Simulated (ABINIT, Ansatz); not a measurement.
# H6PbCBr3N (Pm): changed settings of a GW run in ABINIT

What do changed inputs do to GW on H6PbCBr3N (Pm)?

Main program and level: ABINIT 10.8.3; PBEsol and many-body steps on it, plane waves.

## (1) The starting structure

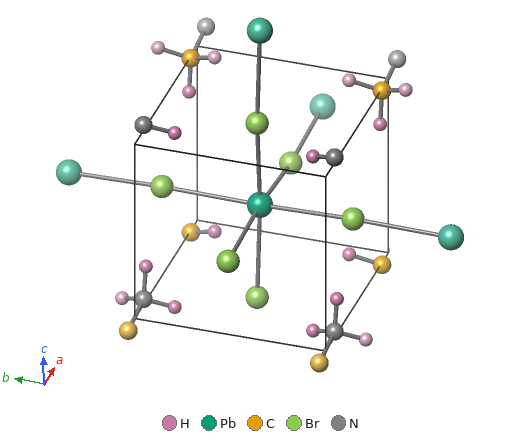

Start, viewed from a free direction; hydrogen pink, lead teal, carbon orange, bromine green, nitrogen grey. Some periodic images of atoms are drawn too.

Coordinates:

```cif
data_structure
_symmetry_space_group_name_H-M 'Pm'
_symmetry_Int_Tables_number 6
_cell_length_a 6.0385
_cell_length_b 6.0597
_cell_length_c 6.1282
_cell_angle_alpha 90.000
_cell_angle_beta 90.072
_cell_angle_gamma 90.000
_cell_volume 224.24
loop_
_atom_site_label
_atom_site_type_symbol
_atom_site_symmetry_multiplicity
_atom_site_Wyckoff_symbol
_atom_site_fract_x
_atom_site_fract_y
_atom_site_fract_z
_atom_site_occupancy
H1 H 2 c 0.21826 0.86210 0.96819 1
H2 H 1 a 0.17779 0.00000 0.19864 1
H3 H 2 c 0.82510 0.85194 0.06162 1
H4 H 1 a 0.86934 0.00000 0.81171 1
Pb1 Pb 1 b 0.47527 0.50000 0.47799 1
C1 C 1 a 0.89731 0.00000 0.98852 1
Br1 Br 1 b 0.43003 0.50000 0.97275 1
Br2 Br 1 a 0.43485 0.00000 0.51271 1
Br3 Br 1 b 0.96654 0.50000 0.44074 1
N1 N 1 a 0.14061 0.00000 0.03246 1
```

The cell and positions are those that the Materials Project relaxed with its own functionals (PBE, PBE+U or r2SCAN), kept fixed. Spin-orbit coupling is left out unless a step names it.

## (2) Screening, 2×2×2 mesh, 251 bands, screening to 114.3 eV

This step: ABINIT 10.8.3; RPA screening on PBEsol, plane waves, norm-conserving pseudopotentials.

The RPA dielectric matrix is built and inverted for each q.

Input file run.abi:

```
acell 3*1.0 Angstrom
rprim 
  6.038531000000 -0.000000000000 -0.000000000000
  -0.000000000000 6.059680000000 0.000000000000
  -0.007679000000 0.000000000000 6.128174000000
ntypat 5
znucl 1 82 6 35 7
natom 12
typat 1 1 1 1 1 1 2 3 4 4 4 5
xred 
  0.218258000000 0.862101000000 0.968190000000
  0.177786000000 -0.000000000000 0.198636000000
  0.825095000000 0.851944000000 0.061619000000
  0.869341000000 -0.000000000000 0.811715000000
  0.825095000000 0.148056000000 0.061619000000
  0.218258000000 0.137899000000 0.968190000000
  0.475266000000 0.500000000000 0.477994000000
  0.897311000000 -0.000000000000 0.988520000000
  0.430028000000 0.500000000000 0.972748000000
  0.434852000000 -0.000000000000 0.512708000000
  0.966538000000 0.500000000000 0.440736000000
  0.140606000000 -0.000000000000 0.032465000000
pp_dirpath "pseudos"
pseudos "H.upf, Pb.upf, C.upf, Br.upf, N.upf"
ecut 37
ngkpt 2 2 2
nshiftk 1
shiftk 0 0 0
kptopt 1
chksymbreak 0
istwfk *1
occopt 1
irdwfk 1
optdriver 3
nband 251
ecuteps 4.2
inclvkb 2
awtr 1
symchi 1
indata_prefix "in"
outdata_prefix "out"
tmpdata_prefix "tmp"
```

Started as:

```bash
$ OMP_NUM_THREADS=1 mpirun -n 16 abinit run.abi > log
```

The log of the run:

```text
.Version 10.8.3 of ABINIT. v10.8.2 released Aug 2026.

 Symmetries : space group Pm (#  6); Bravais mP (primitive monocl.)
[... echo of the input left out ...]
== DATASET  1 ==================================================================
-   mpi_nproc: 16, omp_nthreads: 1 (-1 if OMP is not activated)

--- !DatasetInfo
iteration_state: {dtset: 1, }
dimensions: {natom: 12, nkpt: 8, mband: 251, nsppol: 1, nspinor: 1, nspden: 1, mpw: 16306, }
cutoff_energies: {ecut:  37.0, pawecutdg:  -1.0, }
electrons: {nelect:   8.80000000E+01, charge:   0.00000000E+00, occopt:   1.00000000E+00, tsmear:   1.00000000E-02, }

 SCREENING: Calculation of the susceptibility and dielectric matrices

 Based on a program developped by R.W. Godby, V. Olevano, G. Onida, and L. Reining.
 Incorporated in ABINIT by V. Olevano, G.-M. Rignanese, and M. Torrent.
.Using double precision arithmetic ; gwpc =  8

[... cell and pseudopotentials left out ...]
--------------------------------------------------------------------------------

 ==== K-mesh for the wavefunctions ====
 Number of points in the irreducible wedge :     8
[... list of points left out ...]
 Together with  2 symmetry operations and time-reversal symmetry
 yields     8 points in the full Brillouin Zone.

 ==== Q-mesh for the screening function ====
 Number of points in the irreducible wedge :     8
[... list of points left out ...]
 Together with  2 symmetry operations and time-reversal symmetry
 yields     8 points in the full Brillouin Zone.

 setmesh: FFT mesh size selected  =    45x   45x   45
          total number of points  =        91125

 vcoul_init : cutoff-mode = AUXILIARY_FUNCTION
 q-points for optical limit:   1
     1)      0.000010    0.000020    0.000030

- screening: taking advantage of time-reversal symmetry
- Maximum band index for partially occupied states nbvw = 44
- Remaining bands to be divided among processors   nbcw = 207
- Number of bands treated by each node ~12

 Number of electrons calculated from density =   88.0000; Expected =   88.0000
 average of density, n =  0.058153
 r_s =    1.6012
 omega_plasma =   23.2618 [eV]

 calculating chi0 at frequencies [eV] :
  1    0.000000E+00    0.000000E+00
  2    0.000000E+00    2.326176E+01

--------------------------------------------------------------------------------
  q-point number  1        q = ( 0.000000, 0.000000, 0.000000) [r.l.u.]
--------------------------------------------------------------------------------
[... chi0 elements left out ...]
 For q-point:  0.000010 0.000020 0.000030
  dielectric constant =   6.4374
  dielectric constant without local fields =   7.3549

  Average fulfillment of the sum rule on Im[epsilon] for q-point    1 :     55.39  [%]
[... wings left out ...]
  q-point number  2        q = ( 0.500000, 0.000000, 0.000000) [r.l.u.]
--------------------------------------------------------------------------------
[... chi0 elements left out ...]
  Average fulfillment of the sum rule on Im[epsilon] for q-point    2 :     59.57  [%]

 [... 6 further q-points ...]
```

The job ended after 2.5 min (16 MPI ranks of Intel Xeon 6975P-C (Granite Rapids), shared host; peak memory 16 GiB).

This step gave:

```yaml
eps_infinity_with_local_fields_on_this_mesh_along_the_program_s_q_direction: 6.437
the_same_without_local_fields: 7.355
plasma_frequency: 23.26 eV
plane_waves_in_the_screening_matrix: 619
```

Local fields lower ε∞ by 12 %. On a Γ-centred mesh this coarse the value itself is usually too large, while a short band sum pulls it down.

## (3) Base

The self-energy is evaluated for the states that the input lists, and the levels follow from it, in one-shot runs by the linearised quasiparticle equation.

This step: G0W0 on PBEsol, plane waves, norm-conserving pseudopotentials.

run.abi, as its differences from that of step 2:

```diff
@@ -33,8 +33,17 @@
 irdwfk 1
-optdriver 3
+optdriver 4
 nband 251
+gwcalctyp 0
+ecutsigx 37
+symsigma 1
+nkptgw 2
+kptgw 
+  0.5000000000 0.5000000000 0.5000000000
+  0.0000000000 0.0000000000 0.0000000000
+bdgw 
+  43 46
+  43 46
 ecuteps 4.2
-inclvkb 2
-awtr 1
-symchi 1
+irdscr 1
+ppmodel 1
 indata_prefix "in"
```

The log of the run:

```text
.Version 10.8.3 of ABINIT. v10.8.2 released Aug 2026.

 Symmetries : space group Pm (#  6); Bravais mP (primitive monocl.)
[... echo of the input left out ...]
== DATASET  1 ==================================================================
-   mpi_nproc: 16, omp_nthreads: 1 (-1 if OMP is not activated)

--- !DatasetInfo
iteration_state: {dtset: 1, }
dimensions: {natom: 12, nkpt: 8, mband: 251, nsppol: 1, nspinor: 1, nspden: 1, mpw: 16306, }
cutoff_energies: {ecut:  37.0, pawecutdg:  -1.0, }
electrons: {nelect:   8.80000000E+01, charge:   0.00000000E+00, occopt:   1.00000000E+00, tsmear:   1.00000000E-02, }

 SIGMA: Calculation of the GW corrections

 Based on a program developped by R.W. Godby, V. Olevano, G. Onida, and L. Reining.
 Incorporated in ABINIT by V. Olevano, G.-M. Rignanese, and M. Torrent.
.Using double precision arithmetic ; gwpc =  8

[... cell and pseudopotentials left out ...]
--------------------------------------------------------------------------------

 ==== K-mesh for the wavefunctions ====
 Number of points in the irreducible wedge :     8
[... list of points left out ...]
 Together with  2 symmetry operations and time-reversal symmetry
 yields     8 points in the full Brillouin Zone.

 ==== Q-mesh for screening function ====
 Number of points in the irreducible wedge :     8
[... list of points left out ...]
 Together with  2 symmetry operations and time-reversal symmetry
 yields     8 points in the full Brillouin Zone.

 vcoul_init : cutoff-mode = AUXILIARY_FUNCTION
 q-points for optical limit:   1
     1)      0.000010    0.000020    0.000030
 setmesh: FFT mesh size selected  =    64x   64x   64
          total number of points  =       262144

 Number of electrons calculated from density =   88.0000; Expected =   88.0000
 average of density, n =  0.058153
 r_s =    1.6012
 omega_plasma =   23.2618 [eV]

 === KS Band Gaps ===
  >>>> For spin  1
   Minimum direct gap =   2.0047 [eV], located at k-point      :   0.5000  0.5000  0.5000
   Fundamental gap    =   2.0047 [eV], Top of valence bands at :   0.5000  0.5000  0.5000
                                       Bottom of conduction at :   0.5000  0.5000  0.5000
 SIGMA fundamental parameters:
 PLASMON POLE MODEL  1
 number of plane-waves for SigmaX                16279
 number of plane-waves for SigmaC and W            619
 number of plane-waves for wavefunctions         16279
 number of bands                                   251
 number of independent spin polarizations            1
 number of spinorial components                      1
 number of k-points in IBZ                           8
 number of q-points in IBZ                           8
 number of symmetry operations                       2
 number of k-points in BZ                            8
 number of q-points in BZ                            8
 number of frequencies for dSigma/dE                 9
 frequency step for dSigma/dE [eV]                0.25
 number of omega for Sigma on real axis              0
 max omega for Sigma on real axis  [eV]           0.00
 zcut for avoiding poles [eV]                     0.10

 EPSILON^-1 parameters (SCR file):
 dimension of the eps^-1 matrix on file            619
 dimension of the eps^-1 matrix used               619
 number of plane-waves for wavefunctions         16279
 number of bands                                   251
 number of q-points in IBZ                           8
 number of frequencies                               2
 number of real frequencies                          1
 number of imag frequencies                          1

 matrix elements of self-energy operator (all in [eV])

 Perturbative Calculation

--- !SelfEnergy_ee
iteration_state: {dtset: 1, }
kpoint     : [   0.500,    0.500,    0.500, ]
spin       : 1
KS_gap     :    2.005
QP_gap     :    3.834
Delta_QP_KS:    1.829
data: !SigmaeeData |
     Band     E0 <VxcDFT>   SigX SigC(E0)      Z dSigC/dE  Sig(E)    E-E0       E
       43  -0.462 -14.394 -19.340   2.886   0.786  -0.273 -16.012  -1.618  -2.080
       44   0.350 -15.279 -18.521   1.901   0.798  -0.253 -16.349  -1.070  -0.720
       45   2.354 -10.622  -6.649  -3.044   0.817  -0.224  -9.864   0.759   3.113
       46   2.367 -10.597  -6.591  -3.052   0.817  -0.224  -9.817   0.780   3.147

--- !SelfEnergy_ee
iteration_state: {dtset: 1, }
kpoint     : [   0.000,    0.000,    0.000, ]
spin       : 1
KS_gap     :    5.072
QP_gap     :    7.196
Delta_QP_KS:    2.124
data: !SigmaeeData |
     Band     E0 <VxcDFT>   SigX SigC(E0)      Z dSigC/dE  Sig(E)    E-E0       E
       43  -0.683 -14.002 -18.932   2.896   0.783  -0.277 -15.595  -1.593  -2.276
       44  -0.665 -14.012 -18.929   2.894   0.783  -0.278 -15.595  -1.584  -2.248
       45   4.408  -7.707  -3.909  -3.154   0.839  -0.191  -7.167   0.540   4.948
       46   5.519 -11.746  -7.688  -3.270   0.802  -0.247 -11.114   0.632   6.151

== END DATASET(S) ==============================================================
================================================================================

 -outvars: echo values of variables after computation  --------
           etotal      0.0000000000E+00
            nband         251
             nkpt           8
          spgroup           6
 [... the other variables as echoed above ...]

 Calculation completed.
```

The job ended after 20 s (16 MPI ranks; peak memory 8.2 GiB).

This step gave:

| Quantity | Value |
| --- | --- |
| G0W0 gap on the points computed | 3.833 eV |
| starting gap on the mesh | 2.005 eV |
| k of the valence top | 0.5, 0.5, 0.5 |
| k of the conduction bottom | 0.5, 0.5, 0.5 |
| Z at the valence top | 0.798 |
| Z at the conduction bottom | 0.817 |
| least direct G0W0 gap on the computed points | 3.833 eV |

The gap on the mesh goes from 2.00 eV to 3.83 eV, a correction of +1.83 eV.

## (4) More bands than the file holds

run.abi, as its differences from that of step 3:

```diff
@@ -34,3 +34,3 @@
 optdriver 4
-nband 251
+nband 1659
 gwcalctyp 0
```

The log of the run:

```text
.Version 10.8.3 of ABINIT. v10.8.2 released Aug 2026.

 Symmetries : space group Pm (#  6); Bravais mP (primitive monocl.)
================================================================================
 Values of the parameters that define the memory need of the present run
     intxc =       0    ionmov =       0      iscf =       7    lmnmax =       6
     lnmax =       6     mgfft =      64  mpssoang =       3    mqgrid =    3171
     natom =      12  nloc_mem =       1    nspden =       1   nspinor =       1
    nsppol =       1      nsym =       2    n1xccc =    2501    ntypat =       5
    occopt =       1   xclevel =       2
-    mband =        1659        mffmem =           1         mkmem =           1
       mpw =       16306          nfft =      262144          nkpt =           8
================================================================================
  Rough estimation (10% accuracy) of disk space for files :
================================================================================

--------------------------------------------------------------------------------
------------- Echo of variables that govern the present computation ------------
--------------------------------------------------------------------------------
 -outvars: echo values of preprocessed input variables --------
            acell      1.8897261259E+00  1.8897261259E+00  1.8897261259E+00 Bohr

             bdgw          43      46      43      46
      chksymbreak           0
             ecut      3.70000000E+01 Hartree
          ecuteps      4.20000000E+00 Hartree
         ecutsigx      3.70000000E+01 Hartree
          ecutwfn      3.70000000E+01 Hartree
-          fftalg         312
           irdscr           1
           irdwfk           1

[...]
--- l  ekb(1:nproj) -->
[...]
1   -0.494138
 pspatm: atomic psp has been read  and splines computed

- Pb Generated using ONCVPSP code by D. R. Hamann
- 82.00000  22.00000  180301                  znucl, zion, pspdat
12 -116133 2 -1 1678                          pspcod,pspxc,lmax,lloc,mmax
     nproj     2     2     2
  pspatm : epsatm=   27.24616311
         --- l  ekb(1:nproj) -->
[...]
pspatm: atomic psp has been read  and splines computed

- C Generated using ONCVPSP code by D. R. Hamann
-  6.00000   4.00000  180301                  znucl, zion, pspdat
12 -116133 1 -1 1248                          pspcod,pspxc,lmax,lloc,mmax
     nproj     2     2     0
  pspatm : epsatm=    4.34909242
         --- l  ekb(1:nproj) -->
[...]
pspatm: atomic psp has been read  and splines computed

- Br Generated using ONCVPSP code by D. R. Hamann
- 35.00000  17.00000  180301                  znucl, zion, pspdat
12 -116133 2 -1 1098                          pspcod,pspxc,lmax,lloc,mmax
     nproj     2     2     2
  pspatm : epsatm=   31.49815384
         --- l  ekb(1:nproj) -->
[...]
pspatm: atomic psp has been read  and splines computed

- N Generated using ONCVPSP code by D. R. Hamann
-  7.00000   5.00000  180301                  znucl, zion, pspdat
12 -116133 1 -1 1058                          pspcod,pspxc,lmax,lloc,mmax
     nproj     2     2     0
  pspatm : epsatm=    5.26508482
         --- l  ekb(1:nproj) -->
             0    7.464189    0.625868
             1   -4.309714   -1.012941
 pspatm: atomic psp has been read  and splines computed

   1.17471133E+04                                ecore*ucvol(ha*bohr**3)
--------------------------------------------------------------------------------

--- !ERROR
message: |
    Number of bands stored WFK file is less than required.
    WFK mband: 607, self-energy nband: 1659

--- !ERROR
message: |
    Number of bands stored WFK file is less than required.
    WFK mband: 607, self-energy nband: 1659

--- from the log ---
Number of bands stored WFK file is less than required.
    WFK mband: 607, self-energy nband: 1659
```

Run time: 2.9 s. Hardware: 16 MPI ranks; peak memory 0.06 GiB.

The run stopped with an error after 2.9 s.

The program's words: Number of bands stored WFK file is less than required. WFK mband: 607, self-energy nband: 1659

The fault put into this input: more bands than the file holds.

## (5) Side by side

Times are wall times on 16 MPI ranks of Intel Xeon 6975P-C (Granite Rapids), shared host, good to a factor of about two. A run's time includes the screening step that it read.

| run | mesh | bands | screening cutoff (eV) | DFT gap (eV) | gap on the mesh (eV) | direct (eV) | ε∞ used | time |
| --- | --- | --- | --- | --- | --- | --- | --- | --- |
| base | 2×2×2 | 251 | 114.3 | 2.005 | 3.833 | 3.833 | 6.44 | 2.8 min |

## (6) What came out

| Quantity | Value |
| --- | --- |
| base | 3.833 eV |
| known limits | not at the basis limit; no spin-orbit coupling; coarse k mesh |

**Reading.** Bands and cutoff are finite, so the gap is not at the basis limit. The miss can reach some tenths of an eV and take either sign; the mesh is an error of its own. In the G0W0 run levels were corrected at 2 k points alone, so a gap called «on the mesh» is the least over those, and an edge elsewhere would be missed. The 2×2×2 mesh is coarse for this cell, which bears on the long-range parts of exchange and screening. Where an edge is built on 6p states of lead, bismuth or thallium, scalar-relativistic gaps usually stand too wide, by a few tenths to over one eV. The many-body steps are scalar-relativistic: spin-orbit coupling is not in them.

[Paths, hosts, dates, memory and timing lines, banners, echoed tables and standing remarks are left out of the program output.]

[Logs are printed without paths, hosts, clocks, repeated set-up lines and the standing remarks that a program may print on its own settings, such as how far it seeks lower states.]

[Runs of the session that timed out or met a known fault of the program may be left out.]

[Hosts, paths, dates, database ids (printed as entryN), source tags and the programs' standing remarks are cut or masked in the printed files.]

[G0W0 gaps are taken among the corrected bands and points alone; a level outside them can change the order at an edge.]

[Where Ansatz stands beside ABINIT at settings called matched, ABINIT's density can come from a denser mesh and the files from another edition; pairs whose starting gaps differed by over 0.03 eV were left out, so agreement reads better than it is.]
